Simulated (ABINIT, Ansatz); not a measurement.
**YS (Fm-3m): zone-centre phonons**

Aim: the zone-centre modes of YS (Fm-3m).

Method: DFT LDA, scalar-relativistic, plane waves, PseudoDojo norm-conserving pseudopotentials, in ABINIT 10.8.3.

## 1. The starting structure

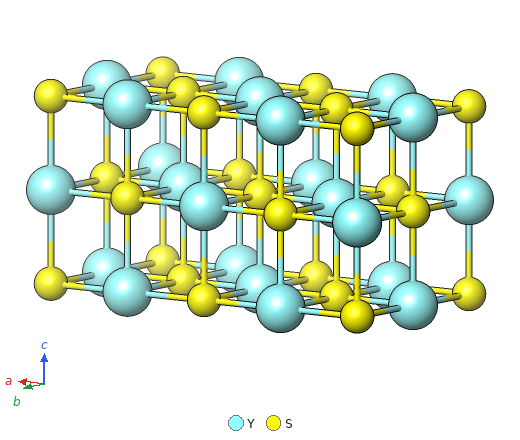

Start, viewed from a free direction; yttrium light teal, sulfur yellow. 2×1×1 cells are drawn. This picture shows the conventional cell, with its axes. Some periodic images of atoms are drawn too.

Structure file:

```cif
data_structure
_symmetry_space_group_name_H-M 'Fm-3m'
_symmetry_Int_Tables_number 225
_cell_length_a 5.4168
_cell_length_b 5.4168
_cell_length_c 5.4168
_cell_angle_alpha 90.000
_cell_angle_beta 90.000
_cell_angle_gamma 90.000
_cell_volume 158.94
loop_
_atom_site_label
_atom_site_type_symbol
_atom_site_symmetry_multiplicity
_atom_site_Wyckoff_symbol
_atom_site_fract_x
_atom_site_fract_y
_atom_site_fract_z
_atom_site_occupancy
Y1 Y 4 b 0.50000 0.00000 0.00000 1
S1 S 4 a 0.00000 0.00000 0.00000 1
```

## 2. Relaxing the cell and atoms

The harmonic expansion needs vanishing forces, and a free crystal bears no stress, so cell and atoms are brought to rest. Stress is more sensitive to the basis than forces are: the last 3 Ha under the cutoff are smoothed with ecutsm, and the cutoff is raised above that of the later runs.

The starting cell comes from a relaxation made beforehand in Ansatz (LDA, PseudoDojo NC).

relax.abi reads:

```
# relaxation
ionmov 2
optcell 2
dilatmx 1.08
ntime 40
tolmxf 1.0d-05
tolvrs 1.0d-14
prtwf 0
prtden 0
chksymtnons 0

# basis, mesh and filling
ecut 38.0
ecutsm 3.0
ngkpt 10 10 10
nshiftk 1
shiftk 0.0 0.0 0.0
istwfk *1
occopt 7
tsmear 0.01
nband 15
nstep 100
diemac 1000000.0
prtebands 0
prtgsr 0
useylm 1

# cell and atoms
acell 3*1.0 Angstrom
rprim 
    0.0 2.708414847 2.708414847
    2.708414847 0.0 2.708414847
    2.708414847 2.708414847 0.0
ntypat 2
znucl 39 16
natom 2
typat 1 2
xred 
    0.5 0.5 0.5
    0.0 0.0 0.0
pp_dirpath "./pseudo"
pseudos "Y.upf, S.upf"
```

Command:

```
$ OMP_NUM_THREADS=1 mpirun -n 4 abinit relax.abi > relax.log
```

Numbers of over 12 decimals in the logs are rounded to 6 here.

relax.abo, the main output file:

```text
[banners, grids, parts of the stress and lines that vanish by symmetry left out]
- input  file    -> relax.abi
- output file    -> relax.abo
- root for input  files -> relaxi
[...]
Symmetries : space group Fm -3 m (#225); Bravais cF (face-center cubic)
[...]
mpw =        3812          nfft =       91125          nkpt =          47
[...]
== DATASET  1 ==================================================================
[...]
cutoff_energies: {ecut:  38.0, pawecutdg:  -1.0, }
[...]
ETOT  1  -52.048064677096    -5.205E+01 7.341E-02 1.116E+02
 ETOT  2  -52.076941487928    -2.888E-02 1.147E-02 2.566E+01
 ETOT  3  -52.079535070507    -2.594E-03 2.972E-03 4.513E-02
 ETOT  4  -52.079540591716    -5.521E-06 2.760E-03 1.729E-04
 ETOT  5  -52.079540605766    -1.405E-08 1.252E-03 8.461E-06
[...]
At SCF step   10       vres2   =  4.54E-16 < tolvrs=  1.00E-14 =>converged.
[...]
sigma(1 1)= -4.21024555E-06  sigma(3 2)=  0.00000000E+00
  sigma(2 2)= -4.21024555E-06  sigma(3 1)=  0.00000000E+00
  sigma(3 3)= -4.21024555E-06  sigma(2 1)=  0.00000000E+00
[...]
convergence: {deltae:  1.549E-12, res2:  4.543E-16, residm:  6.509E-05, diffor: null, }
etotal    :  -5.20795406E+01
[...]
ETOT  1  -52.079540641826    -5.208E+01 4.787E-05 4.468E-03
[...]
At SCF step    8       vres2   =  1.15E-15 < tolvrs=  1.00E-14 =>converged.
[...]
sigma(1 1)= -2.78955516E-06  sigma(3 2)=  0.00000000E+00
  sigma(2 2)= -2.78955516E-06  sigma(3 1)=  0.00000000E+00
  sigma(3 3)= -2.78955516E-06  sigma(2 1)=  0.00000000E+00
[...]
convergence: {deltae: -2.274E-12, res2:  1.146E-15, residm:  1.979E-05, diffor: null, }
etotal    :  -5.20795410E+01
[...]
ETOT  1  -52.079540003282    -5.208E+01 1.620E-05 1.727E-02
[...]
ETOT  7  -52.079541240453     1.897E-12 4.547E-06 1.084E-12
 ETOT  8  -52.079541240455    -1.833E-12 6.257E-06 4.386E-15
 At SCF step    8       vres2   =  4.39E-15 < tolvrs=  1.00E-14 =>converged.
[...]
sigma(1 1)= -4.18398545E-09  sigma(3 2)=  0.00000000E+00
  sigma(2 2)= -4.18398545E-09  sigma(3 1)=  0.00000000E+00
  sigma(3 3)= -4.18398545E-09  sigma(2 1)=  0.00000000E+00
[...]
convergence: {deltae: -1.833E-12, res2:  4.386E-15, residm:  6.257E-06, diffor: null, }
etotal    :  -5.20795412E+01
[...]
At Broyd/MD step   3, gradients are converged :
[...]
sigma(1 1)= -4.18398545E-09  sigma(3 2)=  0.00000000E+00
  sigma(2 2)= -4.18398545E-09  sigma(3 1)=  0.00000000E+00
  sigma(3 3)= -4.18398545E-09  sigma(2 1)=  0.00000000E+00
[...]
- sigma(1 1)= -1.23097102E-04  sigma(3 2)=  0.00000000E+00
- sigma(2 2)= -1.23097102E-04  sigma(3 1)=  0.00000000E+00
- sigma(3 3)= -1.23097102E-04  sigma(2 1)=  0.00000000E+00
[...]
fcart     -0.0000000000E+00 -0.0000000000E+00 -0.0000000000E+00
           strten     -4.1839854472E-09 -4.1839854454E-09 -4.1839854463E-09
================================================================================

[key lines of the parts left out:]
pressure_GPa:   1.2310E-04
Total energy (etotal) [Ha]= -5.20795412404546E+01
```

It took 2 min on 4 MPI ranks of Arm Neoverse N1, shared host.

Little changed from the start: no atom moved by 0.005 Å and no cell edge by 0.1 %.

This step gave:

```yaml
volume_per_atom: 19.89 Å³
pressure: 1.23e-4 GPa
gap_on_the_k_mesh: 0 eV
```

## 3. Ground state

The response is built on these wavefunctions, so the potential is converged far more tightly than an energy would need. Occupations are smeared.

gs.abi reads:

```
# ground state
tolvrs 1.0d-16
prtden 1
prtwf 1

# basis, mesh and filling
ecut 30.0
ngkpt 12 12 12
nshiftk 1
shiftk 0.0 0.0 0.0
istwfk *1
occopt 7
tsmear 0.01
nband 15
nstep 100
diemac 1000000.0
prtebands 0
prtgsr 0
useylm 1

# cell and atoms
acell 3*1.0 Angstrom
rprim 
    0.0 2.709429403 2.709429403
    2.709429403 0.0 2.709429403
    2.709429403 2.709429403 0.0
ntypat 2
znucl 39 16
natom 2
typat 1 2
xred 
    0.5 0.5 0.5
    0.0 0.0 0.0
pp_dirpath "./pseudo"
pseudos "Y.upf, S.upf"
```

Command:

```
$ OMP_NUM_THREADS=1 mpirun -n 4 abinit gs.abi > gs.log
```

gs.abo, the main output file:

```text
[banners, grids, parts of the stress and lines that vanish by symmetry left out]
- input  file    -> gs.abi
- output file    -> gs.abo
- root for input  files -> gsi
[...]
Symmetries : space group Fm -3 m (#225); Bravais cF (face-center cubic)
[...]
mpw =        2148          nfft =       46656          nkpt =          72
[...]
== DATASET  1 ==================================================================
[...]
cutoff_energies: {ecut:  30.0, pawecutdg:  -1.0, }
[...]
ETOT  1  -52.048660145400    -5.205E+01 1.041E-01 5.790E+01
 ETOT  2  -52.076655493883    -2.800E-02 1.187E-02 1.332E+01
 ETOT  3  -52.079251480212    -2.596E-03 2.562E-03 2.075E-02
 ETOT  4  -52.079257078913    -5.599E-06 2.474E-03 1.041E-04
 ETOT  5  -52.079257101945    -2.303E-08 9.567E-04 9.122E-06
[...]
ETOT  9  -52.079257103378    -6.466E-13 2.628E-04 2.477E-14
 ETOT 10  -52.079257103376     2.338E-12 1.889E-04 4.651E-17
 At SCF step   10       vres2   =  4.65E-17 < tolvrs=  1.00E-16 =>converged.
[...]
sigma(1 1)=  1.86214477E-05  sigma(3 2)=  0.00000000E+00
  sigma(2 2)=  1.86214477E-05  sigma(3 1)=  0.00000000E+00
  sigma(3 3)=  1.86214477E-05  sigma(2 1)=  0.00000000E+00
[...]
convergence: {deltae:  2.338E-12, res2:  4.651E-17, residm:  1.889E-04, diffor: null, }
etotal    :  -5.20792571E+01
[...]
sigma(1 1)=  1.86214477E-05  sigma(3 2)=  0.00000000E+00
  sigma(2 2)=  1.86214477E-05  sigma(3 1)=  0.00000000E+00
  sigma(3 3)=  1.86214477E-05  sigma(2 1)=  0.00000000E+00
[...]
- sigma(1 1)=  5.47861906E-01  sigma(3 2)=  0.00000000E+00
- sigma(2 2)=  5.47861906E-01  sigma(3 1)=  0.00000000E+00
- sigma(3 3)=  5.47861906E-01  sigma(2 1)=  0.00000000E+00
[...]
fcart     -0.0000000000E+00 -0.0000000000E+00 -0.0000000000E+00
           strten      1.8621447694E-05  1.8621447694E-05  1.8621447694E-05
================================================================================

[key lines of the parts left out:]
pressure_GPa:  -5.4786E-01
```

Elapsed: 33 s, on 4 MPI ranks.

Numbers from this step:

* pressure: -0.5479 GPa

The cell stands at -0.55 GPa: the relaxation ran with a smoothed and higher cutoff and on another k mesh.

## 4. Zone-centre response

At q = 0 one unit cell holds all displacements. The response is solved for single atoms along the cell's directions, and symmetry skips those that follow from others. The crystal is treated as a metal, which screens a static field, so no field response is asked.

dfpt_gamma.abi reads:

```

# common to the responses
getwfk_filepath "gso_WFK"
kptopt 2
nqpt 1
qpt 0.0 0.0 0.0
asr 0
chneut 0

# displacements
rfphon 1
rfatpol 1 2
rfdir 1 1 1
tolvrs 1.0d-10
prtwf 0

# basis, mesh and filling
ecut 30.0
ngkpt 12 12 12
nshiftk 1
shiftk 0.0 0.0 0.0
istwfk *1
occopt 7
tsmear 0.01
nband 15
nstep 100
diemac 1000000.0
prtebands 0
prtgsr 0
useylm 1

# cell and atoms
acell 3*1.0 Angstrom
rprim 
    0.0 2.709429403 2.709429403
    2.709429403 0.0 2.709429403
    2.709429403 2.709429403 0.0
ntypat 2
znucl 39 16
natom 2
typat 1 2
xred 
    0.5 0.5 0.5
    0.0 0.0 0.0
pp_dirpath "./pseudo"
pseudos "Y.upf, S.upf"
```

Command:

```
$ OMP_NUM_THREADS=1 mpirun -n 4 abinit dfpt_gamma.abi > dfpt_gamma.log
```

dfpt_gamma.abo, the main output file:

```text
[banners, grids, parts of the stress and lines that vanish by symmetry left out]
- input  file    -> dfpt_gamma.abi
- output file    -> dfpt_gamma.abo
- root for input  files -> dfpt_gammai
- root for output files -> dfpt_gammao

 Symmetries : space group Fm -3 m (#225); Bravais cF (face-center cubic)
================================================================================
 Values of the parameters that define the memory need of the present run (RF).
     intxc =       0      iscf =       7    lmnmax =      18     lnmax =       6
     mgfft =      36  mpssoang =       3    mqgrid =    3001     natom =       2
  nloc_mem =       1    nspden =       1   nspinor =       1    nsppol =       1
      nsym =      48    n1xccc =    2501    ntypat =       2    occopt =       7
   xclevel =       1
-    mband =          15        mffmem =           1         mkmem =         217
-   mkqmem =         217        mk1mem =         217           mpw =        2148
      nfft =       46656          nkpt =         868
- my_mband =          15
================================================================================
================================================================================

--------------------------------------------------------------------------------
------------- Echo of variables that govern the present computation ------------
--------------------------------------------------------------------------------
-
- outvars: echo of selected default values
-   iomode0 =  0 , fftalg0 =312 , wfoptalg0 =  0
-
- outvars: echo of global parameters not present in the input file
-  max_nthreads =    1
-
 -outvars: echo values of preprocessed input variables
 [... echo left out ...]
================================================================================

 chkinp: Checking input parameters for consistency.

[...]
== DATASET  1 ==================================================================
-   mpi_nproc: 4, omp_nthreads: 1 (-1 if OMP is not activated)

--- !DatasetInfo
iteration_state: {dtset: 1, }
dimensions: {natom: 2, nkpt: 868, mband: 15, nsppol: 1, nspinor: 1, nspden: 1, mpw: 2148, }
cutoff_energies: {ecut:  30.0, pawecutdg:  -1.0, }
electrons: {nelect:   1.70000000E+01, charge:   0.00000000E+00, occopt:   7.00000000E+00, tsmear:   1.00000000E-02, }
meta: {optdriver: 1, rfphon: 1, }
...

 mkfilename: getwfk from: gso_WFK

 Real(R)+Recip(G) space primitive vectors, cartesian coordinates (Bohr,Bohr^-1):
 R(1)=  0.0000000  5.1200795  5.1200795  G(1)= -0.0976547  0.0976547  0.0976547
 R(2)=  5.1200795  0.0000000  5.1200795  G(2)=  0.0976547 -0.0976547  0.0976547
 R(3)=  5.1200795  5.1200795  0.0000000  G(3)=  0.0976547  0.0976547 -0.0976547
 Unit cell volume ucvol=  2.6844797E+02 bohr^3
 Angles (23,13,12)=  6.00000000E+01  6.00000000E+01  6.00000000E+01 degrees
 setup1 : take into account q-point for computing boxcut.

 getcut: wavevector=  0.0000  0.0000  0.0000  ngfft=  36  36  36
         ecut(hartree)=     30.000   => boxcut(ratio)=   2.01644

--- Pseudopotential description ------------------------------------------------
- pspini: atom type   1  psp file is ./pseudo/Y.upf

- pspini: atom type   2  psp file is ./pseudo/S.upf

   4.61356209E+02                                ecore*ucvol(ha*bohr**3)
--------------------------------------------------------------------------------

 ==>  initialize data related to q vector <==

 The list of irreducible perturbations for this q vector is:
    1)    idir= 1    ipert=   1
    2)    idir= 1    ipert=   2

[...]
The perturbation idir=   2  ipert=   1 is
 symmetric of a previously calculated perturbation.
 So, its SCF calculation is not needed.

 The perturbation idir=   3  ipert=   1 is
 symmetric of a previously calculated perturbation.
 So, its SCF calculation is not needed.

 The perturbation idir=   2  ipert=   2 is
 symmetric of a previously calculated perturbation.
 So, its SCF calculation is not needed.

 The perturbation idir=   3  ipert=   2 is
 symmetric of a previously calculated perturbation.
 So, its SCF calculation is not needed.

--------------------------------------------------------------------------------
 Perturbation wavevector (in red.coord.)   0.000000  0.000000  0.000000
 Perturbation : displacement of atom   1   along direction   1
 Found     4 symmetries that leave the perturbation invariant.

[...]
dfpt_looppert : total number of electrons, from k and k+q
  fully or partially occupied states are    1.700000E+01 and    1.700000E+01.
 Initialisation of the first-order wave-functions :
  ireadwf=   0

--- !BeginCycle
iteration_state: {dtset: 1, }
solver: {iscf: 7, nstep: 100, nline: 4, wfoptalg: 0, }
tolerances: {tolvrs: 1.00E-10, }
...

     iter   2DEtotal(Ha)        deltaE(Ha) residm    vres2
-ETOT  1   5.143103     -1.741E+03 7.135E+00 7.069E+02
 ETOT  2   4.428375     -7.147E-01 1.337E+00 4.010E+01
 ETOT  3   4.407735     -2.064E-02 2.957E-01 1.056E+00
 ETOT  4   4.407425     -3.098E-04 7.632E-02 1.043E-02
 ETOT  5   4.407419     -6.435E-06 4.384E-02 3.851E-04
[...]
At SCF step    9       vres2   =  5.34E-12 < tolvrs=  1.00E-10 =>converged.
[...]
Mean square residual over all n,k,spin=   36.052E-08; max=  95.446E-05

 Thirteen components of 2nd-order total energy (hartree) are
 1,2,3: 0th-order hamiltonian combined with 1st-order wavefunctions
     kin0=   1.18583318E+03 eigvalue=   1.34621018E+02  local=  -8.69864398E+02
 4,5,6: 1st-order hamiltonian combined with 1st and 0th-order wfs
 loc psp =  -1.66001884E+03  Hartree=   4.46132287E+02     xc=  -1.08542188E+02
 note that "loc psp" includes a xc core correction that could be resolved
 7,8,9: eventually, occupation + non-local contributions
    edocc=   2.39922579E+02     enl0=   7.13629975E+02   enl1=  -1.82344608E+03
 1-9 gives the relaxation energy (to be shifted if some occ is /=2.0)
   erelax=  -1.74173246E+03
 10,11,12 Non-relaxation  contributions : frozen-wavefunctions and Ewald
 fr.local=   7.90048871E+02 fr.nonlo=   9.12702735E+02  Ewald=   5.39952850E+01
 13,14 Frozen wf xc core corrections (1) and (2)
 frxc 1  =  -1.07201644E+02  frxc 2 =   9.65946284E+01
 Resulting in :
 2DEtotal=    0.4407418328E+01 Ha. Also 2DEtotal=    0.119931962472E+03 eV
    (2DErelax=   -1.7417324572E+03 Ha. 2DEnonrelax=    1.7461398756E+03 Ha)
    (  non-var. 2DEtotal :    4.4074190695E+00 Ha)

[...]
Perturbation wavevector (in red.coord.)   0.000000  0.000000  0.000000
 Perturbation : displacement of atom   2   along direction   1
 Found     4 symmetries that leave the perturbation invariant.

--------------------------------------------------------------------------------

--------------------------------------------------------------------------------

 dfpt_looppert : total number of electrons, from k and k+q
  fully or partially occupied states are    1.700000E+01 and    1.700000E+01.
 Initialisation of the first-order wave-functions :
  ireadwf=   0

--- !BeginCycle
iteration_state: {dtset: 1, }
solver: {iscf: 7, nstep: 100, nline: 4, wfoptalg: 0, }
tolerances: {tolvrs: 1.00E-10, }
...

     iter   2DEtotal(Ha)        deltaE(Ha) residm    vres2
-ETOT  1   5.101852     -3.689E+02 5.104E+00 1.671E+03
[...]
ETOT  8   4.410889     -1.074E-11 3.002E-04 2.731E-10
 ETOT  9   4.410889     -6.366E-12 4.947E-04 5.517E-12

 At SCF step    9       vres2   =  5.52E-12 < tolvrs=  1.00E-10 =>converged.
[...]
Mean square residual over all n,k,spin=   24.147E-08; max=  49.473E-05

 Thirteen components of 2nd-order total energy (hartree) are
 1,2,3: 0th-order hamiltonian combined with 1st-order wavefunctions
     kin0=   3.22983376E+02 eigvalue=  -1.51771276E+01  local=  -2.14987546E+02
 4,5,6: 1st-order hamiltonian combined with 1st and 0th-order wfs
 loc psp =  -2.56229703E+02  Hartree=   9.16922654E+01     xc=  -2.70681708E+01
 note that "loc psp" includes a xc core correction that could be resolved
 7,8,9: eventually, occupation + non-local contributions
    edocc=   2.76906590E+01     enl0=   1.84442860E+02   enl1=  -4.82922928E+02
 1-9 gives the relaxation energy (to be shifted if some occ is /=2.0)
   erelax=  -3.69576315E+02
 10,11,12 Non-relaxation  contributions : frozen-wavefunctions and Ewald
 fr.local=   8.02744714E+01 fr.nonlo=   2.47666091E+02  Ewald=   5.39952850E+01
 13,14 Frozen wf xc core corrections (1) and (2)
 frxc 1  =  -4.34006580E+01  frxc 2 =   3.54520140E+01
 Resulting in :
 2DEtotal=    0.4410888569E+01 Ha. Also 2DEtotal=    0.120026392550E+03 eV
    (2DErelax=   -3.6957631507E+02 Ha. 2DEnonrelax=    3.7398720364E+02 Ha)
    (  non-var. 2DEtotal :    4.4108883160E+00 Ha)

[...]
---- first-order wavefunction calculations are completed ----

 ==> Compute Derivative Database <==

 [... matrices left out ...]
  Phonon wavevector (reduced coordinates) :  0.00000  0.00000  0.00000
 Phonon energies in Hartree :
  -2.524836E-05 -2.524836E-05 -2.524836E-05  1.399495E-03  1.399495E-03
   1.399495E-03
 Phonon frequencies in cm-1    :
- -5.541375E+00 -5.541375E+00 -5.541375E+00  3.071536E+02  3.071536E+02
-  3.071536E+02

== END DATASET(S) ==============================================================
================================================================================

 -outvars: echo values of variables after computation
            acell      1.8897261259E+00  1.8897261259E+00  1.8897261259E+00 Bohr
           etotal      4.4108885694E+00
            fcart      0.0000000000E+00  0.0000000000E+00  0.0000000000E+00
           strten      0.0000000000E+00  0.0000000000E+00  0.0000000000E+00
================================================================================
```

Wall time 3.7 min (4 MPI ranks).

This step gave:

| Property | Result |
| --- | --- |
| largest acoustic frequency at the zone centre before the sum rule | -5.54 cm⁻¹ |
| highest optical zone-centre mode (no LO-TO term) | 307.1 cm⁻¹ |
| lowest optical zone-centre mode | 307.1 cm⁻¹ |

The acoustic modes at Γ come out as far as 5.5 cm⁻¹ from zero, where they should vanish, a small numerical error.

(Continued in part 2 of 2.)

[Host names and launcher messages were left out of these logs when they were recorded.]

[Logs are printed without paths, hosts, clocks, repeated set-up lines and the standing remarks that a program may print on its own settings, such as how far it seeks lower states.]

[Hosts, paths, dates, database ids (printed as entryN), source tags and the programs' standing remarks are cut or masked in the printed files.]
